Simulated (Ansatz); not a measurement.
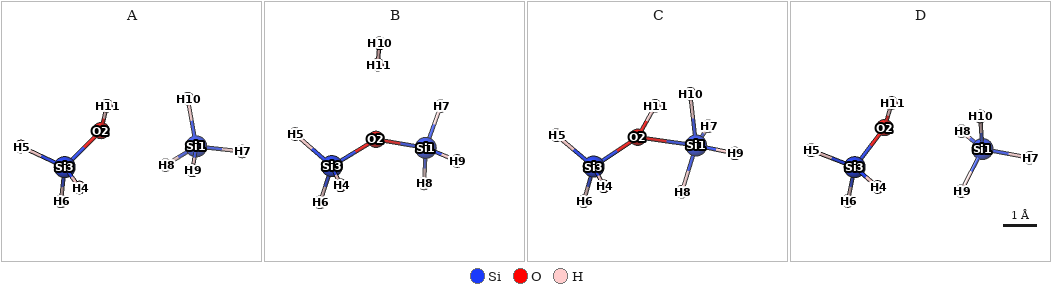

4 geometries from a converged minimum-energy path of Si$_{2}$H$_{8}$O, made up of Si2H6O and H2, shuffled. The picture is a ball-and-stick view, seen at a tilt.

All numbers below come from RKS PBE/def2-SVP in Ansatz. Settings: 5 movable images; climbing image; force threshold 0.05 eV/Å; iteration limit 60; starting path through a guess of the saddle point.

> One of them is the converged climbing image. Which?

C. In order along the path, whose images run from 0 to 6: B (image 0, 0.0 kcal/mol), C (image 3, +43.9 kcal/mol), A (image 5, +12.8 kcal/mol), D (image 6, +12.7 kcal/mol). Breaking: H10–H11 (0.77 → 1.16 at the top → 2.75 Å), Si1–O2 (1.68 → 1.94 at the top → 3.16 Å). Forming: O2–H11 (2.59 → 1.12 at the top → 0.97 Å), Si1–H10 (4.17 → 1.73 at the top → 1.50 Å).

Limits of the set-up: the start holds two separate molecules, 2.6 Å apart at their closest, whose relative position is a soft coordinate and is computed without a dispersion correction.
